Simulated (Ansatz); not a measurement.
# AlSiH5 (AlH2(SiH3)) at wB97M-V/STO-3G

Aim: the energy change on altering one bond length of AlSiH5 (AlH2(SiH3)) at wB97M-V/STO-3G, from 2 runs. 

The results are computed with Ansatz 0.2.0.

58 further runs of the same task are left out: 2 that didn't finish, 56 set aside as unsound or not needed.

## Step 1: The structure to begin with

AlSiH5 has 7 atoms, charge 0, and is taken as a singlet. As SMILES, `[H][Al]([H])[SiH3]`. The shape comes from GFN2-xTB, which is rough for such elements, and wasn't checked as a minimum.

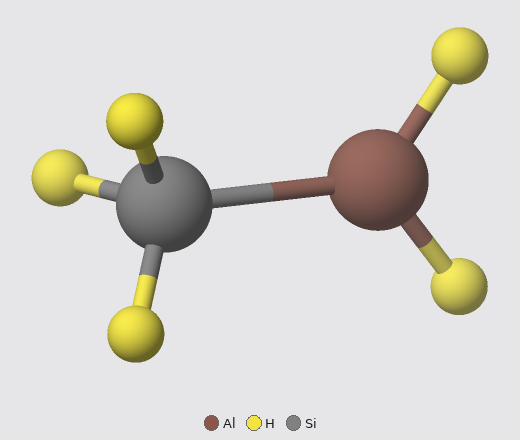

The structure, seen from a chosen angle (aluminium brown, hydrogen yellow, silicon grey).

## Step 2: A single-point energy at wB97M-V/STO-3G

File molecule.yaml:

```yaml
crystal:
  periodic: [false, false, false]
  atoms:
    - symbol: Al
      position_ang: [0.688040, 1.201700, 0.003860]
    - symbol: H
      position_ang: [2.245410, 1.365000, 0.056470]
    - symbol: H
      position_ang: [0.053380, 2.633190, -0.016580]
    - symbol: Si
      position_ang: [-0.517390, -0.897790, -0.016750]
    - symbol: H
      position_ang: [-1.851430, -0.836410, 0.625620]
    - symbol: H
      position_ang: [0.177610, -1.992690, 0.701130]
    - symbol: H
      position_ang: [-0.795620, -1.472990, -1.353750]
basis:
  gaussian:
    orbitals: STO-3G
hamiltonian:
  xc: {name: wB97M-V}
accuracy: high
```

On the command line:

```
$ ansatz run molecule.yaml --threads 1 --pin off --max-ram 2610MiB --events-out events.jsonl --progress --plain --runs-dir runs
```

The log of the run:

```text
Warning: RAYON_NUM_THREADS=1 ignored (pool sized by the plan → 1); use --threads N
Functional definition: wB97M-V
  name "wB97M-V"
  parameter omega = 0.3/bohr
  parameter cx = 0.15
  parameter cx01 = 1.007
  parameter cx10 = 0.259
  parameter css00 = 0.443
  parameter css04 = -1.437
  parameter css10 = -4.535
  parameter css20 = -3.390
  parameter css43 = 4.278
  parameter cos00 = 1.000
  parameter cos10 = 1.358
  parameter cos20 = 2.924
  parameter cos21 = -8.812
  parameter cos60 = -1.390
  parameter cos61 = 9.142
  parameter b = 6.0
  parameter c = 0.01
  gx(w, u) = 1 - cx + cx01*u + cx10*w
  gss(w, u) = css00 + css04*u^4 + css10*w + css20*w^2 + css43*w^4*u^3
  gos(w, u) = cos00 + cos10*w + (cos20 + cos21*u)*w^2 + (cos60 + cos61*u)*w^6
  exchange = spin_sum(e_x_unif_sr(omega)*gx(b97_w, b97_u_x)) + cx*exact_x_sr(omega) + exact_x_lr(omega)
  correlation = spin_sum(e_c_pw_mod_same_spin*gss(b97_w, b97_u_same))
      + integral(e_c_pw_mod_opposite_spin*gos(b97_w_opposite, b97_u_opposite)) + vv10(b, c)
408 factors; integrals over basis functions are off by at most 7.1e-9 eV
178 factors; integrals over basis functions are off by at most 7.7e-10 eV
mean field evaluation 1: about -14383.8821 eV, gradient 1.7e1 eV
mean field evaluation 2: about -14385.0117 eV, gradient 5.4e0 eV
mean field evaluation 4: about -14385.1167 eV, gradient 1.1e-1 eV
mean field evaluation 8: about -14385.0371 eV, gradient 3.0e-4 eV
mean field -14385.03711229 eV, -528.6403633483 hartree, gradient 7.9e-8 eV, S^2 0.000000; 0 other end points of the search recorded, 0 dependent functions left out
reference -14385.03711541 eV, -528.6403634629 hartree; 16, 16 occupied and 7, 7 virtual orbitals, 408 factors
Total energy: -14385.03711541 eV, -528.6403634629 hartree
```

Run time: 24 s. Hardware: 1 thread of Arm Neoverse V1, shared host; peak memory 0.34 GiB.

## Step 3: The distorted shape at the same level

File molecule.yaml:

```yaml
crystal:
  periodic: [false, false, false]
  atoms:
    - {symbol: Al, position_ang: [0.989409, 1.726593, 0.009013]}
    - {symbol: H, position_ang: [2.546779, 1.889893, 0.061623]}
    - {symbol: H, position_ang: [0.354749, 3.158083, -0.011427]}
    - {symbol: Si, position_ang: [-0.517390, -0.897790, -0.016750]}
    - {symbol: H, position_ang: [-1.851430, -0.836410, 0.625620]}
    - {symbol: H, position_ang: [0.177610, -1.992690, 0.701130]}
    - {symbol: H, position_ang: [-0.795620, -1.472990, -1.353750]}
basis:
  gaussian: {orbitals: STO-3G}
accuracy: high
hamiltonian: {xc: {name: wB97M-V}}
```

On the command line:

```
$ ansatz run molecule.yaml --threads 1 --pin off --max-ram 2610MiB --events-out events.jsonl --progress --plain --runs-dir runs
```

The log of the run, cut to the lines that bear on the results:

```text
Warning: RAYON_NUM_THREADS=1 ignored (pool sized by the plan → 1); use --threads N
[... 2 set-up lines as earlier in the session ...]
[...]
  gx(w, u) = 1 - cx + cx01*u + cx10*w
  gss(w, u) = css00 + css04*u^4 + css10*w + css20*w^2 + css43*w^4*u^3
  gos(w, u) = cos00 + cos10*w + (cos20 + cos21*u)*w^2 + (cos60 + cos61*u)*w^6
[...]
      + integral(e_c_pw_mod_opposite_spin*gos(b97_w_opposite, b97_u_opposite)) + vv10(b, c)
393 factors; integrals over basis functions are off by at most 8.2e-9 eV
179 factors; integrals over basis functions are off by at most 1.6e-9 eV
[...]
mean field -14382.76823647 eV, -528.5569836998 hartree, gradient 3.2e-8 eV, S^2 0.000000; 0 other end points of the search recorded, 0 dependent functions left out
reference -14382.76823975 eV, -528.5569838203 hartree; 16, 16 occupied and 7, 7 virtual orbitals, 393 factors
Total energy: -14382.76823975 eV, -528.5569838203 hartree
```

It took 23 s on 1 thread of Arm Neoverse V1, shared host; peak memory 0.34 GiB.

## Step 4: Outcome

Level: wB97M-V/STO-3G.

| quantity | value |
| --- | --- |
| first shape: total energy | -528.64036 Eh |
| distorted shape: total energy | -528.55698 Eh |
| energy change with the Al1–Si4 bond stretched from 2.421 to 3.026 Å | 2.269 eV |

With the Al1–Si4 bond stretched from 2.421 to 3.026 Å the energy rises by 2.27 eV (52 kcal/mol). The first shape isn't relaxed at this level, so the change isn't measured from a minimum. The minimal basis adds a large error of its own.
